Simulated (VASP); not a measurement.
Band structure of LiCl (relaxed from the rock salt structure, space group Fm-3m). Level of theory: PBE GGA, VASP's PBE PAW potentials (set 64) (plane waves; VASP).

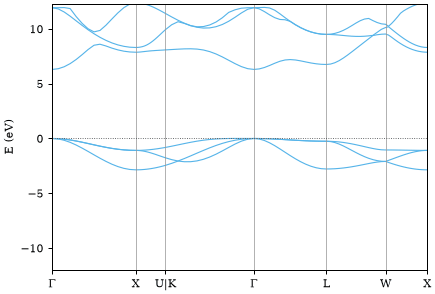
Fig. 1. Bands along high-symmetry lines, zero at the valence-band maximum or, without a gap, the Fermi level

Question: Read the plot: is there a gap, and where are the band edges?

Answer: The gap is indirect, 6.30 eV, from the valence maximum at K-Γ at 0.79 to the conduction minimum at Γ. (Edges off the drawn lines would not show.)

The structure was generated: LiCl was put into the rock salt type (Fm-3m), which need not be its known phase. It was relaxed first, which changed the volume by +11 %.
